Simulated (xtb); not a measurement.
# Frequency calculation of C₃H₇Cl (part 2 of 2)

C₃H₇Cl, SMILES CCCCl; GFN2-xTB (xtb 6.7.1 later snapshot). The geometry was optimised with GFN2-xTB.

Geometry of the input (Å):
```
C  -0.8000  1.0028  0.0398
C  -0.1371  -0.2538  0.5899
C  0.9749  -0.7608  -0.3132
Cl 0.3250  -1.3234  -1.8795
H  -1.2289  0.8047  -0.9391
H  -1.5940  1.3334  0.7043
H  -0.0733  1.8064  -0.0577
H  -0.8843  -1.0393  0.7170
H  0.3007  -0.0425  1.5689
H  1.4903  -1.6129  0.1298
H  1.6919  0.0285  -0.5397
```

### The program's output, continued
```
 ---------------------------------------------------------------------------
     1   6      3.995 --     2      1.020     7      0.987     6      0.987
                             5      0.985
     2   6      3.994 --     1      1.020     3      1.017     8      0.976
                             9      0.969
     3   6      3.938 --     2      1.017    10      0.980    11      0.979
                             4      0.944
     4  17      0.989 --     3      0.944
     5   1      0.997 --     1      0.985
     6   1      0.998 --     1      0.987
     7   1      0.998 --     1      0.987
     8   1      0.997 --     2      0.976
     9   1      0.998 --     2      0.969
    10   1      0.997 --     3      0.980
    11   1      0.996 --     3      0.979
 ---------------------------------------------------------------------------

Topologies differ in total number of bonds
Writing topology from bond orders to xtbtopo.mol

molecular dipole:
                 x           y           z       tot (Debye)
 q only:        0.144       0.360       0.785
   full:        0.224       0.318       0.783       2.223
molecular quadrupole (traceless):
                xx          xy          yy          xz          yz          zz
 q only:        2.736      -0.420       0.050       0.472      -3.143      -2.786
  q+dip:        3.095      -0.036       0.385       0.081      -3.473      -3.480
   full:        2.816      -0.198       0.072       0.444      -3.092      -2.888

           -------------------------------------------------
          |               Frequency Printout                |
           -------------------------------------------------
 projected vibrational frequencies (cm⁻¹)
eigval :       -0.00    -0.00    -0.00     0.00     0.00     0.00
eigval :      119.26   204.68   285.81   416.14   664.87   819.14
eigval :      881.48   937.35  1067.40  1074.64  1116.49  1196.21
eigval :     1239.04  1268.00  1338.47  1414.41  1437.86  1473.98
eigval :     1498.38  1500.26  2965.94  2979.23  2983.90  2994.27
eigval :     3035.88  3046.17  3050.57
 reduced masses (amu)
    1:      8.05    2:      5.10    3:      4.95    4:      4.63    5:      3.30    6:      4.31
    7:      2.20    8:      1.35    9:      1.91   10:      2.38   11:      3.93   12:      1.29
   13:      1.38   14:      2.00   15:      1.32   16:      1.38   17:      2.41   18:      1.41
   19:      1.25   20:      1.17   21:      1.46   22:      1.23   23:      1.10   24:      1.09
   25:      1.05   26:      1.06   27:      1.08   28:      1.09   29:      1.05   30:      1.07
   31:      1.08   32:      1.09   33:      1.05
 IR intensities (km·mol⁻¹)
    1:      0.16    2:      0.05    3:      0.51    4:      0.52    5:      1.03    6:      0.01
    7:      0.85    8:      0.65    9:      0.77   10:      0.80   11:     15.40   12:      7.73
   13:      1.00   14:      6.01   15:      1.21   16:      0.50   17:      0.84   18:      1.00
   19:      1.98   20:     15.71   21:      4.58   22:      8.19   23:      2.82   24:      1.09
   25:     10.93   26:      8.46   27:     20.39   28:      3.59   29:     26.38   30:     29.09
   31:     24.52   32:     12.32   33:     21.96
Molecule has no symmetry elements
It seems to be the C1 point group
 Raman intensities (Ä⁴*amu⁻¹)
    1:      0.07    2:      0.02    3:      0.14    4:      0.17    5:      0.37    6:      0.02
    7:      0.36    8:      0.24    9:      0.58   10:      0.87   11:     11.43   12:      2.17
   13:      1.64   14:      4.48   15:      3.26   16:      2.20   17:      3.11   18:      3.19
   19:      5.25   20:      3.18   21:      0.48   22:      1.42   23:      7.40   24:      7.78
   25:      6.21   26:      5.82   27:     93.58   28:    100.37   29:    126.44   30:     46.46
   31:     44.64   32:     56.32   33:     68.45
 output can be read by thermo (or use thermo option).
 writing <g98.out> molden fake output.
 recommended (thermochemical) frequency scaling factor: 1.0
           -------------------------------------------------
          |             Thermodynamic Functions             |
           -------------------------------------------------

c1  symmetry found (for desy threshold:  0.10E+00) used in thermo

          ...................................................
          :                      SETUP                      :
          :.................................................:
          :  # frequencies                          27      :
          :  # imaginary freq.                       0      :
          :  linear?                             false      :
          :  only rotor calc.                    false      :
          :  symmetry                               c1      :
          :  rotational number                       1      :
          :  scaling factor                  1.0000000      :
          :  rotor cutoff                   50.0000000 cm⁻¹ :
          :  imag. cutoff                  -20.0000000 cm⁻¹ :
          :.................................................:

    mode    ω/cm⁻¹     T·S(HO)/kcal·mol⁻¹    T·S(FR)/kcal·mol⁻¹   T·S(vib)
   ------------------------------------------------------------------------
       1    119.26    -0.92793 ( 97.00%)    -0.79869 (  3.00%)    -0.92406
       2    204.68    -0.62332 ( 99.65%)    -0.63882 (  0.35%)    -0.62337
       3    285.81    -0.44681 ( 99.91%)    -0.53996 (  0.09%)    -0.44690
   ------------------------------------------------------------------------

   temp. (K)  partition function   enthalpy   heat capacity  entropy
                                   cal/mol     cal/K/mol   cal/K/mol   J/K/mol
 298.15  VIB   6.31                 1538.073     11.352      8.807
         ROT  0.807E+05              888.727      2.981     25.434
         INT  0.509E+06             2426.800     14.333     34.241
         TR   0.213E+26             1481.212      4.968     38.998
         TOT                        3908.0125    19.3009    73.2387   306.4307

       T/K    H(0)-H(T)+PV         H(T)/Eh          T*S/Eh         G(T)/Eh
   ------------------------------------------------------------------------
    298.15    0.622781E-02    0.996551E-01    0.347981E-01    0.648570E-01
   ------------------------------------------------------------------------

         :::::::::::::::::::::::::::::::::::::::::::::::::::::
         ::                  THERMODYNAMIC                  ::
         :::::::::::::::::::::::::::::::::::::::::::::::::::::
         :: total free energy         -14.477810864284 Eh   ::
         ::.................................................::
         :: total energy              -14.542667879511 Eh   ::
         :: zero point energy           0.093427265390 Eh   ::
         :: G(RRHO) w/o ZPVE           -0.028570250162 Eh   ::
         :: G(RRHO) contrib.            0.064857015228 Eh   ::
         :::::::::::::::::::::::::::::::::::::::::::::::::::::

           -------------------------------------------------
          | TOTAL ENERGY              -14.542667879511 Eh   |
          | TOTAL ENTHALPY            -14.443012799793 Eh   |
          | TOTAL FREE ENERGY         -14.477810864284 Eh   |
          | GRADIENT NORM               0.000028520589 Eh/α |
          | HOMO-LUMO GAP               6.925081180607 eV   |
           -------------------------------------------------

------------------------------------------------------------------------
------------------------------------------------------------------------
 total:
 *  cpu-time:     0 d,  0 h,  0 min,  3.514 sec
 * ratio c/w:     0.999 speedup
 SCF:
 *  cpu-time:     0 d,  0 h,  0 min,  0.006 sec
 * ratio c/w:     1.000 speedup
 analytical hessian:
 *  cpu-time:     0 d,  0 h,  0 min,  3.496 sec
 * ratio c/w:     0.999 speedup
```

### File vibspectrum
```
$vibrational spectrum
#  mode     symmetry     wave number   IR intensity   Raman activity   Raman scatt. cross-section   selection rules
#                           (cm⁻¹)      (km*mol⁻¹)      (Å⁴*amu⁻¹)             (Å²*sr⁻¹)              IR     RAMAN
     1                      -0.00         0.00000         0.00000             0.00000E+00              -       -
     2                      -0.00         0.00000         0.00000             0.00000E+00              -       -
     3                      -0.00         0.00000         0.00000             0.00000E+00              -       -
     4                       0.00         0.00000         0.00000             0.00000E+00              -       -
     5                       0.00         0.00000         0.00000             0.00000E+00              -       -
     6                       0.00         0.00000         0.00000             0.00000E+00              -       -
     7        a            119.26         0.84671         0.36038             0.56123E-14             YES     YES
     8        a            204.68         0.65329         0.23875             0.14841E-14             YES     YES
     9        a            285.81         0.76952         0.57995             0.21290E-14             YES     YES
    10        a            416.14         0.80185         0.86670             0.18377E-14             YES     YES
    11        a            664.87        15.40135        11.43165             0.12986E-13             YES     YES
    12        a            819.14         7.72538         2.16826             0.18924E-14             YES     YES
    13        a            881.48         1.00063         1.63910             0.13050E-14             YES     YES
    14        a            937.35         6.00732         4.48141             0.33039E-14             YES     YES
    15        a           1067.40         1.20959         3.26256             0.20430E-14             YES     YES
    16        a           1074.64         0.50187         2.19521             0.13629E-14             YES     YES
    17        a           1116.49         0.83859         3.11159             0.18407E-14             YES     YES
    18        a           1196.21         0.99559         3.19223             0.17295E-14             YES     YES
    19        a           1239.04         1.98033         5.25075             0.27192E-14             YES     YES
    20        a           1268.00        15.70637         3.17581             0.15964E-14             YES     YES
    21        a           1338.47         4.58320         0.48013             0.22497E-15             YES     YES
    22        a           1414.41         8.18826         1.42312             0.62018E-15             YES     YES
    23        a           1437.86         2.82169         7.39723             0.31542E-14             YES     YES
    24        a           1473.98         1.09370         7.77609             0.32081E-14             YES     YES
    25        a           1498.38        10.92507         6.21198             0.25072E-14             YES     YES
    26        a           1500.26         8.45838         5.81848             0.23444E-14             YES     YES
    27        a           2965.94        20.39465        93.57713             0.13551E-13             YES     YES
    28        a           2979.23         3.58659       100.36848             0.14423E-13             YES     YES
    29        a           2983.90        26.37992       126.44237             0.18121E-13             YES     YES
    30        a           2994.27        29.09136        46.45894             0.66186E-14             YES     YES
    31        a           3035.88        24.52262        44.64495             0.62097E-14             YES     YES
    32        a           3046.17        12.32110        56.31810             0.77874E-14             YES     YES
    33        a           3050.57        21.95833        68.45305             0.94415E-14             YES     YES
$end
```

### Standard error
```
normal termination of xtb
```

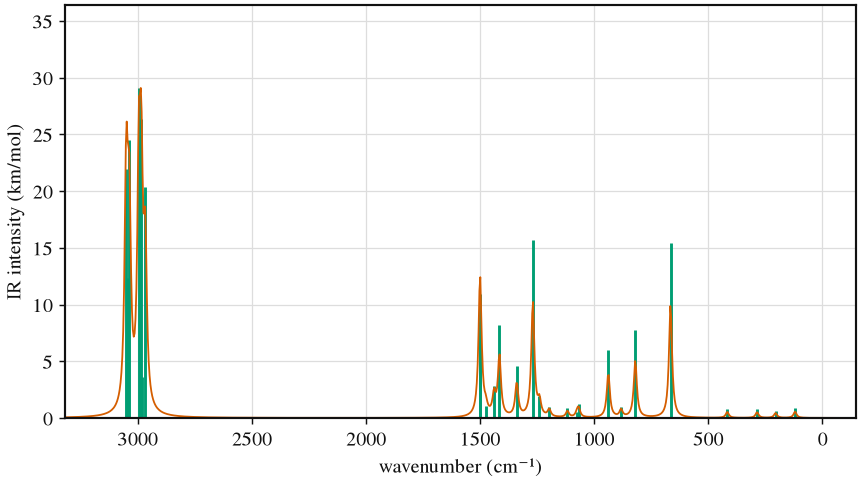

Fig. 1: Harmonic infrared spectrum, unscaled: sticks (degenerate modes added up, dark ones marked on the axis) with a Lorentzian envelope of 16 cm⁻¹ full width, scaled to the tallest stick. 27 modes from 119 to 3051 cm⁻¹, none imaginary. The strongest line is at 2994 cm⁻¹ (29 km/mol).

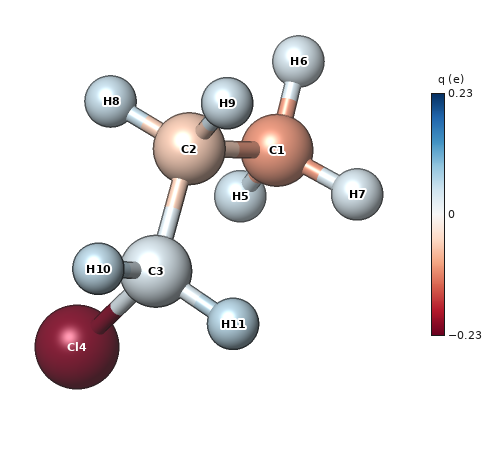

Fig. 2: Mulliken charges, as the colour of each atom (ball-and-stick view, seen at a tilt; atoms are numbered from 1 in the order of the input). By element: C −0.11 to +0.03, Cl −0.22 and H +0.04 to +0.06 e.
